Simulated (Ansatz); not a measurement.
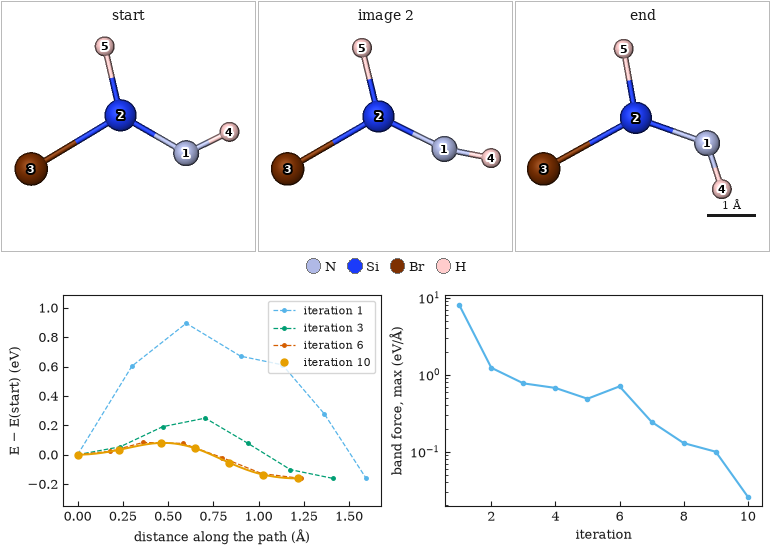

A search for the minimum-energy path of SiNH$_{2}$Br by the nudged elastic band. Images are numbered from 0 (start) to 6 (end). The plot follows the band through its iterations. A ball-and-stick model, seen face on.

Theory: RKS PBE0/def2-mTZVP (Ansatz). Set-up: 5 movable images; climbing image; force threshold 0.03 eV/Å; iteration limit 60; starting path through a guess of the saddle point.

**Did the band converge, and can the barrier be trusted?**

The result is final at these settings. The band converged in 10 iterations. The largest component of the band force went from 8.1 to 0.026 eV/Å. The climbing image converged on the top of the path. Its vibrational analysis gives one imaginary mode (433i cm⁻¹), as a transition state must have. The first iteration put the highest image at 0.895 eV. Forward barrier 0.080 eV, backward barrier 0.242 eV, with image 2 at the top; the reaction energy is −0.161 eV.

The run took 2.6 min on 1 thread of Arm Neoverse V1 (shared host), peak memory 0.16 GiB.
